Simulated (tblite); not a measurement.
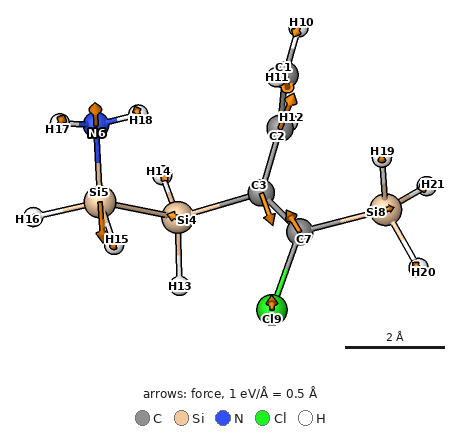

Starting geometry of C₄H₁₂ClNSi₃ with the computed forces as orange arrows. A ball-and-stick model, seen at a tilt.

These are results of tblite, GFN2-xTB geometry optimisation, gas phase, not measurements. 

What follows when this structure is relaxed?

It isn't relaxed: the largest force vector, on C2, is 2.03 eV/Å. The final displacements have little in common with the starting forces (cosine between the two patterns 0.02). After 254 geometry steps the energy has fallen by 0.459 eV. H18 moves most after the best rigid fit: 1.52 Å. Largest moves by element: H 1.52 Å, N 1.15 Å, Cl 0.69 Å, Si 0.50 Å, C 0.48 Å. Near-neighbour distances that change, for instance: Si4–Cl9 3.362 → 3.134 Å, Si8–H21 1.496 → 1.460 Å, C1–C2 1.355 → 1.326 Å, Si5–N6 1.697 → 1.725 Å. Bond angles that change, for instance: Si5–N6–H17 109.0° → 119.0°, N6–Si5–H15 104.8° → 114.5°, Si5–N6–H18 109.7° → 118.6°. Groups turn about Si4–Si5 by about 60°, C7–Si8 by about 30°.
